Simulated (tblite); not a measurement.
**C6H10GeO3: frequency calculation**

The run: frequency calculation of C6H10GeO3. Method and program: GFN2-xTB harmonic vibrations, gas phase (tblite 0.8.0).

It belongs to a series of runs on one base structure; here: H on Ge replaced by COOCH3.

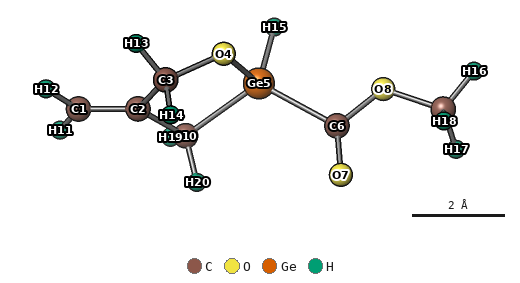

Fig. 1: The structure (ball-and-stick view, seen at a tilt; atoms are numbered from 1 in the order of the input). Sticks mark near contacts.

## Results in brief

- outcome: converged
- total energy: −872.1856 eV
- zero-point energy: 91.3620 kcal/mol
- hardware: 1 CPU thread, shared host
- wall time: 1.6 s
- peak memory: 0.18 GiB

## Input
```
{"job": {"kind": "ir", "xc": "GFN2-xTB", "basis": "xTB"}, "charge": 0, "multiplicity": 1}
C     -3.705341    -0.432724    -0.146077
C     -2.420708    -0.155684    -0.005954
C     -1.878859     1.250185     0.070561
O     -0.607882     1.354695    -0.544254
Ge     0.231432    -0.218770    -0.718165
C      1.917460    -0.119732     0.386292
O      1.991868    -0.189727     1.579759
O      2.930155     0.074170    -0.440961
C      4.225808     0.238285     0.142331
C     -1.337593    -1.186783     0.060958
H     -4.063507    -1.447092    -0.195703
H     -4.449582     0.343517    -0.195556
H     -2.549163     1.951672    -0.434295
H     -1.797198     1.550585     1.124016
H      0.588768    -0.315219    -2.197887
H      4.896042     0.505870    -0.669834
H      4.542284    -0.694841     0.611379
H      4.196789     1.025364     0.897136
H     -1.621126    -2.113553    -0.431774
H     -1.094794    -1.409541     1.104993
```

The first line tells a small driver script what to run in tblite; the rest is the geometry in Å.

Launched with:
```bash
OMP_NUM_THREADS=1 python <driver script> task.json out
```

## The program's output
```
mode    cm-1     km/mol
  1      23.5      1.53
  2      29.5      2.03
  3      46.1      0.16
  4      66.5      1.15
  5      89.2      1.72
  6     118.1      3.16
  7     177.6      5.72
  8     191.7      9.84
  9     275.3     19.89
 10     302.5     13.59
 11     343.6     31.19
 12     357.2     13.64
 13     392.9     13.10
 14     490.7     56.41
 15     521.4     73.65
 16     553.7     28.12
 17     574.9     38.61
 18     629.8    115.69
 19     670.2     52.56
 20     686.8     20.05
 21     754.5    112.18
 22     770.7      6.58
 23     854.1     14.96
 24     892.7     26.08
 25     948.7      1.93
 26     961.3     10.97
 27     969.3      1.43
 28    1041.3    131.21
 29    1073.0      2.60
 30    1104.0    187.16
 31    1111.5      3.81
 32    1132.6      2.02
 33    1158.9     68.26
 34    1192.4      1.69
 35    1241.8     27.25
 36    1295.8      7.21
 37    1375.8      9.80
 38    1405.6      3.61
 39    1417.0      2.13
 40    1438.3     10.03
 41    1454.5      4.45
 42    1467.2      1.86
 43    1725.0     21.19
 44    1769.8    507.43
 45    1813.2    346.21
 46    2870.1     45.40
 47    2914.1     16.44
 48    2941.7     42.97
 49    2988.0     11.71
 50    2997.4      9.17
 51    3004.7     17.01
 52    3049.3      5.00
 53    3103.5     20.50
 54    3129.5     35.25
```

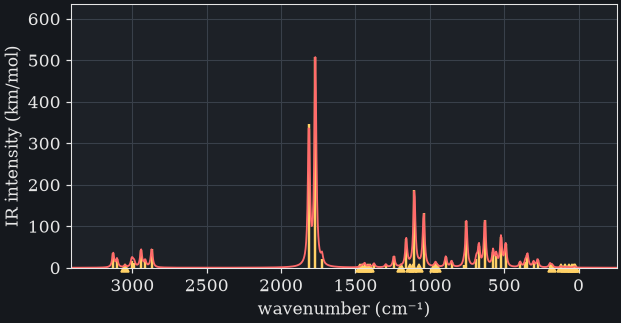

Fig. 2: Harmonic infrared spectrum, unscaled: sticks (degenerate modes added up, dark ones marked on the axis) with a Lorentzian envelope of 16 cm⁻¹ full width, scaled to the tallest stick. 54 modes from 24 to 3130 cm⁻¹, none imaginary. The strongest line is at 1770 cm⁻¹ (507 km/mol).
